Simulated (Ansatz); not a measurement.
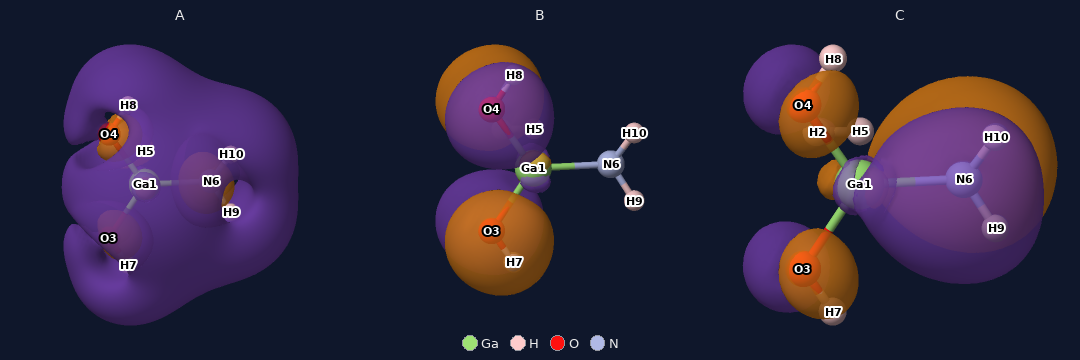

The picture shows: GaH$_{4}$NO$_{2}$···H$_{2}$. Three frontier orbitals at ±0.05 Å⁻³ᐟ² (orange and purple are the two phases), in no order.

The product side of a reaction path; geometry: PBE0-D4/def2-TZVP.

The calculation used RKS PBE0-D4/def2-TZVPP in Ansatz.

```xyz
10

Ga    0.2603    0.5856   -0.1305
H     0.8919   -2.2223   -0.5175
O     0.4048    0.7385   -1.8962
O     1.8162    0.6956    0.7231
H     0.2340   -2.2691   -0.1635
N    -1.3235    0.2896    0.7180
H    -0.4276    0.6534   -2.3637
H     1.7475    0.5872    1.6729
H    -2.1942    0.4827    0.2504
H    -1.4094    0.4588    1.7070
```

**Order the three orbitals by energy and name them.**

B is the HOMO−1 (−8.56 eV). By Hirshfeld shares it lies mainly on O3 (about 45 %), O4 (about 45 %) and Ga1 (about 10 %); largely a combination of lone pairs on O3 and O4. C is the HOMO (−7.60 eV). By Hirshfeld shares it lies mainly on N6 (about 70 %) and Ga1 (about 10 %); largely a lone pair of N6. A is the LUMO (−0.43 eV). By Hirshfeld shares it lies mainly on Ga1 (about 40 %), N6 (about 10 %), O3 (about 10 %), O4 (about 10 %), H9 (about 10 %) and H10 (about 10 %).

**What is the HOMO–LUMO gap?**

7.17 eV between the orbital energies.
